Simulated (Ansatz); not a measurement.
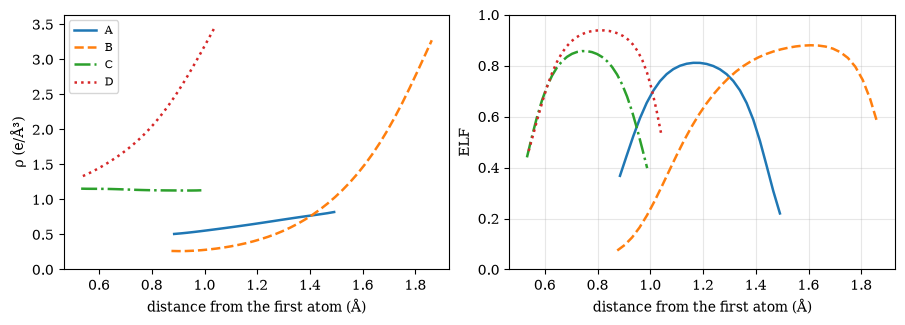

AlB$_{2}$H$_{4}$N. Electron density and ELF along straight lines between neighbouring atoms. The curves leave out the atomic cores.

Theory: Ansatz 0.2.0, RKS LDA/def2-SVP.

```json
{"atom": "N", "x (Å)": "-0.8225", "y (Å)": "0.9077", "z (Å)": "-0.2884"}
{"atom": "B", "x (Å)": "0.5948", "y (Å)": "0.6979", "z (Å)": "-0.1883"}
{"atom": "B", "x (Å)": "1.6814", "y (Å)": "-0.3134", "z (Å)": "0.1392"}
{"atom": "Al", "x (Å)": "-0.1478", "y (Å)": "-1.1549", "z (Å)": "0.3314"}
{"atom": "H", "x (Å)": "-1.2734", "y (Å)": "1.0064", "z (Å)": "-1.2096"}
{"atom": "H", "x (Å)": "-1.3167", "y (Å)": "1.4774", "z (Å)": "0.4138"}
{"atom": "H", "x (Å)": "2.8170", "y (Å)": "-0.6948", "z (Å)": "0.2824"}
{"atom": "H", "x (Å)": "-1.5328", "y (Å)": "-1.9263", "z (Å)": "0.5195"}
```

Question: Which curve belongs to which contact (Al–B, Al–N, B–B and B–N)? The first atom named is at distance zero.

Answer: Curve A: Al–B (2.02 Å): ρ is about 0.56 e/Å³ halfway; the ELF peaks at about 0.80 in the valence shell of B, 0.9 Å from its nucleus, and is about 0.70 at the midpoint. Curve B: Al–N (2.26 Å): the density is about 0.35 e/Å³ at the midpoint, with its minimum of 0.26 e/Å³ about 0.9 Å from Al; the ELF peaks at about 0.90 in the valence shell of N, 0.6 Å from its nucleus, and is about 0.50 at the midpoint. Curve C: B–B (1.52 Å): ρ at the midpoint is about 1.1 e/Å³; the ELF peaks at about 0.85 between the atoms (a covalent bond). Curve D: B–N (1.44 Å): the density is about 1.7 e/Å³ at the midpoint; the ELF peaks at about 0.95 between the atoms: a polar covalent bond.
